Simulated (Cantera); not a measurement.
Charge: 1 mol MgCO3, 4.9 mol H2S, 0.14 mol O2, equilibrated at 1.00 bar.

Method: chemical equilibrium by Gibbs-energy minimisation in Cantera with the NASA 1993 tables (ideal gas, pure condensed phases). Candidate condensed phases: C, C6H6, C7H8, C8H18, H2O, H2SO4, Mg, MgCO3, MgO, Mg(OH)2, MgS, MgSO4, S; 130 gas species. Gases not in the tables: S3 to S7. Rates play no part.

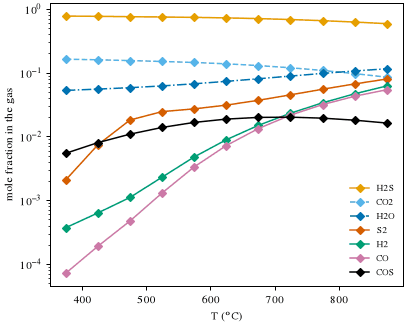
Equilibrium gas composition (values under 1e-9 drawn at 1e-9)

From 375 °C to 875 °C the condensed part is MgO(s).
